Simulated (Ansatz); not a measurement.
Fields on a plane of La2O3 (A-La2O3 type, space group P-3m1)

```yaml
crystal:
  lattice:
    - [3.94027, 0.00000, 0.00000]
    - [-1.97014, 3.41238, 0.00000]
    - [0.00000, 0.00000, 6.18799]
  atoms:
    - { symbol: La, position: [0.33333, 0.66667, 0.24739] }
    - { symbol: La, position: [0.66667, 0.33333, 0.75261] }
    - { symbol: O, position: [0.00000, 0.00000, 0.00000] }
    - { symbol: O, position: [0.33333, 0.66667, 0.64528] }
    - { symbol: O, position: [0.66667, 0.33333, 0.35472] }
```

The slice is a (0001) plane (indices of the conventional cell) through the point (0.667, 0.333, 0.355) (fractional), spanned by u = [110] and v = [1 -1 0] in vectors of this cell: u (3.94 Å) and v (6.82 Å, at 90° to u). It covers one period; positions are fractions (u, v).

Atoms on it: O at (0.00, 0.00); O at (0.50, 0.50). Other atoms lie within 1 Å of the plane.

Level of theory: PBE (plane waves to 420 eV, PAW, scalar-relativistic; Ansatz, a first-principles code). k mesh 10×10×6. Near the nuclei the fields are pseudised (PAW); where an atom keeps semicore shells as valence, they peak there. La2O3 is run without spin polarisation. La2O3 was relaxed with its symmetry unable to fall.

```
|99753222223579|
|77643110113467|
|55432100012345|
|44431000001344|
|55432100012345|
|66543111113456|
|77653222223567|
|77654333334567|
|77654455544567|
|66555677765556|
|55445799975445|
|33345899985433|
|22235799975322|
|01134677764311|
|00123455543210|
|00013444443100|
|00123455543210|
|11134566654311|
|22235677765322|
|33345677765433|
|55445677765445|
|77655566655567|
|99754455544579|
|99854333334589|
```
Scale: ten equal steps from -1.72 (start of '0') to 0.88 (end of '9'), in the order '0123456789'. Values: log₁₀ of the valence density in e/Å³. The map has 14 points along u (one character each, u = 0 at the left) and 24 along v (v = 0 in the bottom row). The scale is logarithmic, as a density can span decades between atoms and voids.

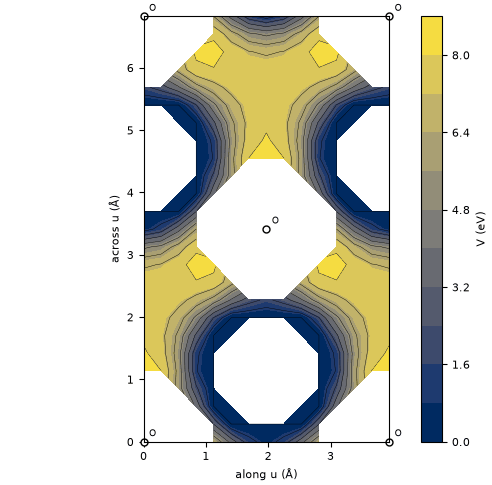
Electrostatic potential energy of an electron, from the cell's mean, in eV, one period of the plane, atoms marked. Points within 1 Å of a nucleus are left white, as the pseudised field means little there. Values under 0 eV are set to 0. The zero, the cell's mean, hangs on the PAW cores.
